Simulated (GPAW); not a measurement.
Consider Sc3TlB (Pm-3m).

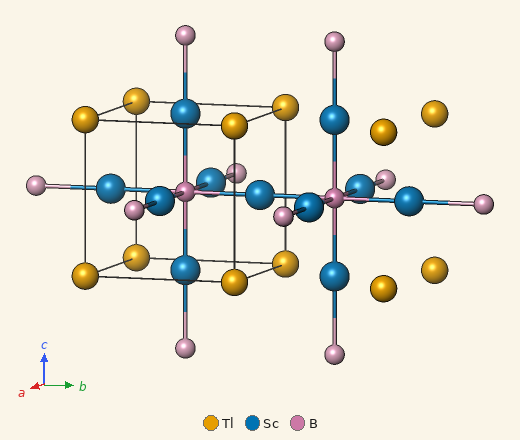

The structure (thallium orange, scandium blue, boron pink). 1×2×1 cells are drawn. Some periodic images of atoms are drawn too.

```
Tl Sc B
1.0
     4.52000    0.00000    0.00000
     0.00000    4.52000    0.00000
     0.00000    0.00000    4.52000
Tl Sc B
1 3 1
Direct
  0.00000 0.00000 0.00000
  0.50000 0.50000 0.00000
  0.50000 0.00000 0.50000
  0.00000 0.50000 0.50000
  0.50000 0.50000 0.50000
```

Absorber: atom 2, with 2 B at 2.26 Å (linear, site symmetry 4/mmm). Method: GPAW, LDA, excited-electron core hole (neutral cell), 10-atom cell with 6.4 Å between holes, 5×5×5 k points, dipole transitions, Gaussian full width 0.9 eV up to 4 eV, rising linearly to 3.5 eV at 25 eV, without spin-orbit coupling.

Q: Predict the near-edge structure at the Sc K edge.

Main maxima up to 30 eV above the zero (height): 2.4 eV (0.62), 5.1 eV (0.59), 9.0 eV (1.77), 12.0 eV (1.31), 15.3 eV (1.55) and 29.5 eV (1.93). A K edge sees empty p states. The weak features of the first eV are p character mixed into the empty d bands; the main 4p edge lies above them. The total-energy difference is 4492.75 eV. One term is added: -21.68 eV, since the hole is spin-paired here and a spin-polarised one costs that much less in the free atom (computed apart). The photon energy is then 4471.07 eV. The tabulated edge of the element is 4492 eV. The functional leaves an error in such absolute values: in the free atom LDA prices this hole 12.5 eV below PBE (computed apart), and PBE is itself good to a few eV.

The Sc K spectrum (energy from the lowest empty level; intensity scaled to a mean of 1 over the first 20 eV):

```csv
E (eV),intensity
-2.0,0.00
-0.5,0.02
1.0,0.31
2.5,0.61
4.0,0.33
5.5,0.55
7.0,0.57
8.5,1.60
10.0,1.45
11.5,1.29
13.0,1.21
14.5,1.40
16.0,1.47
17.5,1.23
19.0,1.14
20.5,1.09
22.0,1.17
23.5,1.25
25.0,1.32
26.5,1.53
28.0,1.83
29.5,1.93
31.0,1.86
```

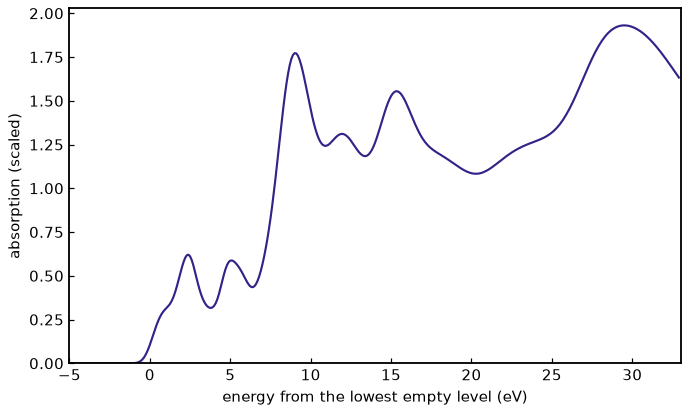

The Sc K edge.

Quadrupole 1s→3d transitions, which feed the pre-edge, are not in the dipole spectrum. The holes are only 6.4 Å apart, so the shape is probably not converged with cell size; no larger cell was run here. The mesh is coarse (0.28 Å⁻¹ between points), so small maxima may be mesh ripples. Lifetime broadening is put in by hand, and intensities beyond about 20 eV depend on it and on the partial waves. The structure is a published determination, not relaxed.

[Banner, clock and machine lines of the logs are left out without a mark of their own.]

[Logs are printed without paths, hosts, clocks, repeated set-up lines and the standing remarks that a program may print on its own settings, such as how far it seeks lower states.]

[Hosts, paths, dates, database ids (printed as entryN), source tags and the programs' standing remarks are cut or masked in the printed files.]

[Lists of maxima count a maximum above −3 eV only where it reaches 4 % of the highest in the window and stands out from its surroundings by 2 % of it (1.5 % where it reaches 55 %); shoulders and weaker maxima are passed over, and of the rest the first, up to two pre-edge ones and the few strongest are named.]
